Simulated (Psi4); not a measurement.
**Single-point calculation of NH3**

NH3, SMILES N, computed with B2PLYP/def2-SV(P), RKS (Psi4 1.11).

The geometry comes from this level: PBE0-D4/def2-TZVP.

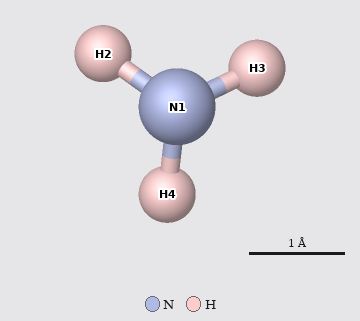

Figure 1. The structure (ball-and-stick view, seen on its broad side; atoms are numbered from 1 in the order of the input). Bond lengths as drawn: H–N 1.01 Å.

## Results in brief

| quantity | value |
| --- | --- |
| outcome | converged |
| total energy | −56.421029 hartree |
| SCF energy | −56.367298 hartree |
| basis functions | 20 |
| HOMO | −8.71 eV |
| LUMO | 2.79 eV |
| hardware | 1 thread of AMD EPYC (Zen 5), 16 GiB of memory available, shared host |
| wall time | 2.1 s |
| peak memory | 0.35 GiB |

## The input (input.dat)
```
memory 1600 MB

molecule mol {
  0 1
  N     -0.069910     0.249470     0.110930
  H      0.490470    -0.301820     0.749180
  H     -0.887480    -0.301940    -0.118910
  H      0.466920     0.354280    -0.741200
  symmetry c1
}

set {
  puream               true
  scf_type             df
  dft_radial_points    99
  dft_spherical_points 590
  num_frozen_docc      1
}

energy_value, wavefunction = energy('b2plyp/def2-SV(P)', return_wfn=True)
print_variables()
```

Command:
```bash
psi4 input.dat output.dat -n 1
```

## Log
```
Psi4 1.11 release

   => Loading Basis Set <=

    Name: DEF2-SV(P)
    Role: ORBITAL
    Keyword: BASIS

         ---------------------------------------------------------
                                   SCF
                              RKS Reference
                        1 Threads,   1525 MiB Core
         ---------------------------------------------------------

  ==> Geometry <==

    Molecular point group: c1
    Full point group: C1

    Geometry (in Angstrom), charge = 0, multiplicity = 1:

       Center              X                  Y                   Z               Mass
    ------------   -----------------  -----------------  -----------------  -----------------
         N           -0.016552279052     0.059066491715     0.026264401591    14.003074004430
         H            0.543827720948    -0.492223508285     0.664514401591     1.007825032230
         H           -0.834122279052    -0.492343508285    -0.203575598409     1.007825032230
         H            0.520277720948     0.163876491715    -0.825865598409     1.007825032230

  Running in c1 symmetry.

  Rotational constants: A =      9.98899  B =      9.98872  C =      6.30654 [cm^-1]
  Rotational constants: A = 299462.26821  B = 299454.39360  C = 189065.44340 [MHz]
  Nuclear repulsion =   11.949539011427511

  Charge       = 0
  Multiplicity = 1
  Electrons    = 10
  Nalpha       = 5
  Nbeta        = 5

  ==> Algorithm <==

  SCF Algorithm Type is DF.
  DIIS enabled.
  MOM disabled.
  Fractional occupation disabled.
  Guess Type is SAD.
  Energy threshold   = 1.00e-06
  Density threshold  = 1.00e-06
  Integral threshold = 1.00e-12

  ==> Primary Basis <==

  Basis Set: DEF2-SV(P)
    Blend: DEF2-SV(P)
    Number of shells: 12
    Number of basis functions: 20
    Number of Cartesian functions: 21
    Spherical Harmonics?: true
    Max angular momentum: 2

  ==> DFT Potential <==

   => LibXC <=

    Version 7.1.2

   => Composite Functional: B2PLYP <=

    B2PLYP Double Hybrid Exchange-Correlation Functional

    Deriv               =              1
    GGA                 =           TRUE
    Meta                =          FALSE

    Exchange Hybrid     =           TRUE
    MP2 Hybrid          =           TRUE

   => Exchange Functionals <=

    0.4700     XC_GGA_X_B88

   => Exact (HF) Exchange <=

    0.5300               HF

   => Correlation Functionals <=

    0.7300     XC_GGA_C_LYP

   => MP2 Correlation <=

    0.2700       MP2

   => LibXC Density Thresholds  <==

    XC_GGA_C_LYP:  1.00E-14
    XC_GGA_X_B88:  1.00E-15

   => Molecular Quadrature <=

    Radial Scheme          =       TREUTLER
    Pruning Scheme         =           NONE
    Nuclear Scheme         =       TREUTLER

    Blocking Scheme        =         OCTREE
    BS radius alpha        =              1
    Pruning alpha          =              1
    Radial Points          =             99
    Spherical Points       =            590
    Total Points           =         225284
    Total Blocks           =           1673
    Max Points             =            255
    Max Functions          =             20
    Weights Tolerance      =       1.00E-15

   => Loading Basis Set <=

    Name: (DEF2-SV(P) AUX)
    Role: JKFIT
    Keyword: DF_BASIS_SCF

  ==> Integral Setup <==

  DFHelper Memory: AOs need 0.001 GiB; user supplied 0.989 GiB.
  SCF_SUBTYPE=INCORE selected. In-core MEM_DF algorithm will be used.
  Using in-core AOs.

  ==> MemDFJK: Density-Fitted J/K Matrices <==

    J tasked:                   Yes
    K tasked:                   Yes
    wK tasked:                   No
    Memory [MiB]:              1012
    Algorithm:                 Core
    Schwarz Cutoff:           1E-12
    Mask sparsity (%):       0.0000
    Fitting Condition:        1E-10

   => Auxiliary Basis Set <=

  Basis Set: (DEF2-SV(P) AUX)
    Blend: DEF2-UNIVERSAL-JKFIT
    Number of shells: 43
    Number of basis functions: 131
    Number of Cartesian functions: 153
    Spherical Harmonics?: true
    Max angular momentum: 4

  Cached 100.0% of DFT collocation blocks in 0.129 [GiB].

  Minimum eigenvalue in the overlap matrix is 3.6407807060E-02.
  Reciprocal condition number of the overlap matrix is 8.3258469455E-03.
    Using symmetric orthogonalization.

  ==> Pre-Iterations <==

  SCF Guess: Superposition of Atomic Densities via on-the-fly atomic UHF (no occupation information).

   -------------------------
    Irrep   Nso     Nmo
   -------------------------
     A         20      20
   -------------------------
    Total      20      20
   -------------------------

  ==> Iterations <==

                           Total Energy        Delta E     RMS |[F,P]|

   @DF-RKS iter SAD:   -55.98018087538528   -5.59802e+01   0.00000e+00
   @DF-RKS iter   1:   -56.22974924924564   -2.49568e-01   2.76853e-02 ADIIS/DIIS
   @DF-RKS iter   2:   -56.25460271723479   -2.48535e-02   2.52855e-02 ADIIS/DIIS
   @DF-RKS iter   3:   -56.36715001235574   -1.12547e-01   7.78064e-04 ADIIS/DIIS
   @DF-RKS iter   4:   -56.36729412140227   -1.44109e-04   1.30775e-04 ADIIS/DIIS
   @DF-RKS iter   5:   -56.36729744212293   -3.32072e-06   1.98990e-05 DIIS
   @DF-RKS iter   6:   -56.36729754199839   -9.98755e-08   1.35396e-06 DIIS
   @DF-RKS iter   7:   -56.36729754339772   -1.39933e-09   2.87623e-07 DIIS
  Energy and wave function converged.

  ==> Post-Iterations <==

   Electrons on quadrature grid:
      Ntotal   =    9.9999999678 ; deviation = -3.222e-08

    Orbital Energies [Eh]
    ---------------------

    Doubly Occupied:

       1A    -14.805003     2A     -0.955184     3A     -0.527650
       4A     -0.527646     5A     -0.320266

    Virtual:

       6A      0.102601     7A      0.192939     8A      0.192940
       9A      0.625493    10A      0.625502    11A      0.816678
      12A      0.852121    13A      1.007384    14A      1.007385
      15A      1.038805    16A      2.238182    17A      2.238184
      18A      2.456887    19A      2.777291    20A      2.777296

    Final Occupation by Irrep:
              A
    DOCC [     5 ]
    NA   [     5 ]
    NB   [     5 ]

  @DF-RKS Final Energy:   -56.36729754339772

   => Energetics <=

    Nuclear Repulsion Energy =             11.9495390114275111
    One-Electron Energy =                 -99.5996166954558504
    Two-Electron Energy =                  35.1261532530026130
    DFT Exchange-Correlation Energy =      -3.8433731123720003
    Empirical Dispersion Energy =           0.0000000000000000
    VV10 Nonlocal Energy =                  0.0000000000000000
    Total Energy =                        -56.3672975433977186

Computation Completed

Properties will be evaluated at   0.000000,   0.000000,   0.000000 [a0]

Properties computed using the SCF density matrix

 Multipole Moments:

 ------------------------------------------------------------------------------------
     Multipole            Electronic (a.u.)      Nuclear  (a.u.)        Total (a.u.)
 ------------------------------------------------------------------------------------

 L = 1.  Multiply by 2.5417464519 to convert [e a0] to [Debye]
 Dipole X            :         -0.0339938            0.2156503            0.1816565
 Dipole Y            :          0.1212819           -0.7695439           -0.6482620
 Dipole Z            :          0.0539303           -0.3421840           -0.2882537
 Magnitude           :                                                    0.7323476

 ------------------------------------------------------------------------------------

	total time  =          1 seconds =       0.02 minutes

   => Loading Basis Set <=

    Name: (DEF2-SV(P) AUX)
    Role: RIFIT
    Keyword: DF_BASIS_MP2

	 --------------------------------------------------------
	                          DF-MP2
	      2nd-Order Density-Fitted Moller-Plesset Theory
	              RMP2 Wavefunction,   1 Threads

	 --------------------------------------------------------

   => Auxiliary Basis Set <=

  Basis Set: (DEF2-SV(P) AUX)
    Blend: DEF2-SV_P_-RI
    Number of shells: 34
    Number of basis functions: 90
    Number of Cartesian functions: 100
    Spherical Harmonics?: true
    Max angular momentum: 3

	 --------------------------------------------------------
	                 NBF =    20, NAUX =    90
	 --------------------------------------------------------
	   CLASS    FOCC     OCC    AOCC    AVIR     VIR    FVIR
	   PAIRS       1       5       4      15      15       0
	 --------------------------------------------------------

	-----------------------------------------------------------
	 ==================> DF-MP2 Energies <====================
	-----------------------------------------------------------
	 Reference Energy          =     -56.3672975433977186 [Eh]
	 Singles Energy            =      -0.0000000000000000 [Eh]
	 Same-Spin Energy          =      -0.0456107662972123 [Eh]
	 Opposite-Spin Energy      =      -0.1533954183096095 [Eh]
	 Correlation Energy        =      -0.1990061846068218 [Eh]
	 Total Energy              =     -56.5663037280045415 [Eh]
	-----------------------------------------------------------
	 ================> DF-SCS-MP2 Energies <==================
	-----------------------------------------------------------
	 SCS Same-Spin Scale       =       0.3333333333333333 [-]
	 SCS Opposite-Spin Scale   =       1.2000000000000000 [-]
	 SCS Same-Spin Energy      =      -0.0152035887657374 [Eh]
	 SCS Opposite-Spin Energy  =      -0.1840745019715313 [Eh]
	 SCS Correlation Energy    =      -0.1992780907372688 [Eh]
	 SCS Total Energy          =     -56.5665756341349848 [Eh]
	-----------------------------------------------------------

    B2PLYP Energy Summary
    ---------------------
    DFT Reference Energy                  =   -56.3672975433977186
    Scaled MP2 Correlation                =    -0.0537316698438419
    @Final double-hybrid DFT total energy =   -56.4210292132415603

	total time  =          0 seconds =       0.00 minutes

  Variable Map:
  ----------------------------------------------------------------------------
  "B2PLYP DOUBLE-HYBRID CORRECTION ENERGY" =>      -0.053731669844
  "B2PLYP TOTAL ENERGY"                    =>     -56.421029213242
  "CURRENT ENERGY"                         =>     -56.421029213242
  "CURRENT REFERENCE ENERGY"               =>     -56.367297543398
  "DD SOLVATION ENERGY"                    =>       0.000000000000
  "DFT FUNCTIONAL TOTAL ENERGY"            =>     -56.367297543398
  "DFT TOTAL ENERGY"                       =>     -56.421029213242
  "DFT VV10 ENERGY"                        =>       0.000000000000
  "DFT XC ENERGY"                          =>      -3.843373112372
  "DOUBLE-HYBRID CORRECTION ENERGY"        =>      -0.053731669844
  "GRID ELECTRONS ALPHA"                   =>       4.999999983889
  "GRID ELECTRONS BETA"                    =>       4.999999983889
  "GRID ELECTRONS TOTAL"                   =>       9.999999967778
  "NUCLEAR REPULSION ENERGY"               =>      11.949539011428
  "ONE-ELECTRON ENERGY"                    =>     -99.599616695456
  "PCM POLARIZATION ENERGY"                =>       0.000000000000
  "PE ENERGY"                              =>       0.000000000000
  "SCF ITERATION ENERGY"                   =>     -56.367297543398
  "SCF ITERATIONS"                         =>       7.000000000000
  "SCF TOTAL ENERGY"                       =>     -56.367297543398
  "TWO-ELECTRON ENERGY"                    =>      35.126153253003
  "XC GRID RADIAL POINTS"                  =>      99.000000000000
  "XC GRID SPHERICAL POINTS"               =>     590.000000000000
  "XC GRID TOTAL POINTS"                   =>  225284.000000000000

  Array Variable Map:
  ----------------------------------------------------------------------------
  "CURRENT DIPOLE"                         =>       0.181656491547 ... -0.288253740665 1 by 3
  "SCF DIPOLE"                             =>       0.181656491547 ... -0.288253740665 1 by 3
  "SCF TOTAL ENERGIES"                     =>     -55.980180875385 ... -56.367297543398 1 by 8

    Psi4 run time: 0:00:01.34
```

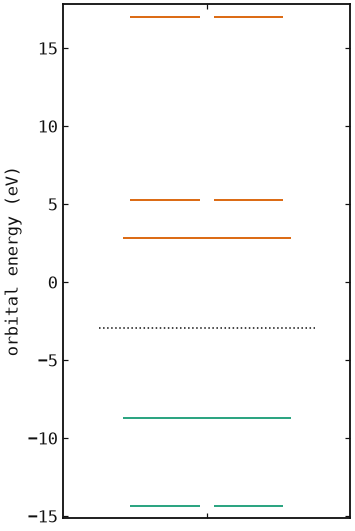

Figure 2. Orbital energies near the frontier; the dotted line parts filled from empty levels, and levels within 0.02 eV of each other stand side by side. Highest filled −8.71 eV, lowest empty 2.79 eV, 11.50 eV apart.
